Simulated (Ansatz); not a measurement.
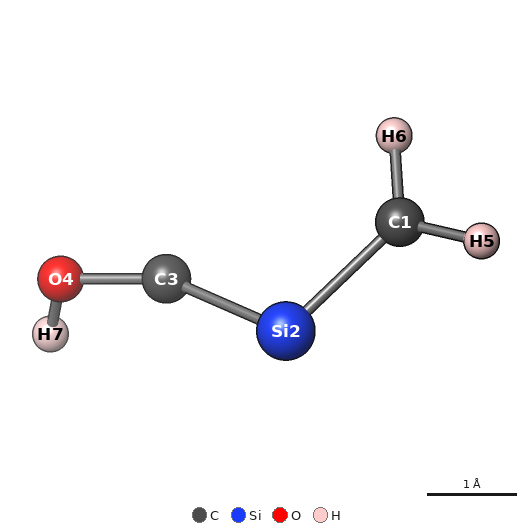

Simulated data, not a measurement (program: Ansatz).

Orthographic view. Distant atoms are faded towards the background colour. Charge 0, doublet. Geometry: moved along internal coordinates away from the minimum.

Give the distance matrix in Å.

```tsv
atom	C1	Si2	C3	O4	H5	H6	H7
C1	0.00						
Si2	1.78	0.00					
C3	2.87	1.73	0.00				
O4	4.13	2.95	1.28	0.00			
H5	1.08	2.50	3.88	5.15	0.00		
H6	1.08	2.56	3.08	4.21	1.84	0.00	
H7	4.66	3.39	1.88	0.97	5.65	4.79	0.00
```
